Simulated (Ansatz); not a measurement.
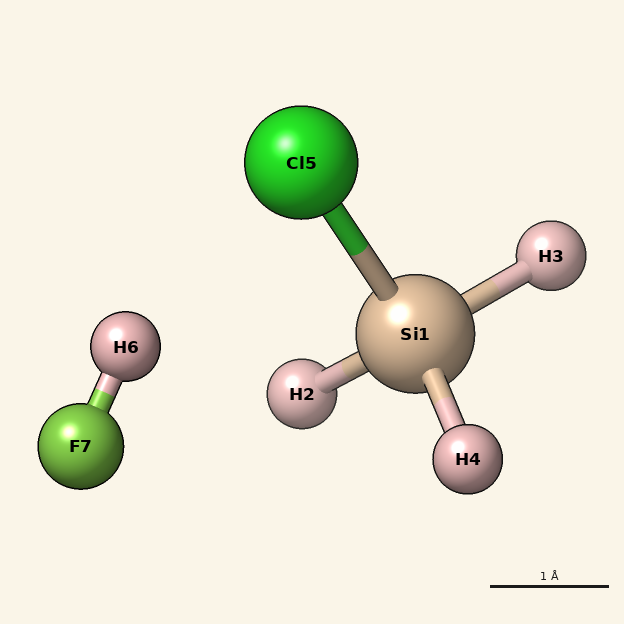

The geometry was computed by an optimisation with PBE0-D4/def2-TZVP.

Which hydrogen bonds does the structure hold? Count O, N, F, S and Cl donors.

| D–H···A | D–H (Å) | H···A (Å) | angle (°) | kind |
| --- | --- | --- | --- | --- |
| F7–H6···Cl5 | 0.93 | 2.25 | 156 | intermolecular |
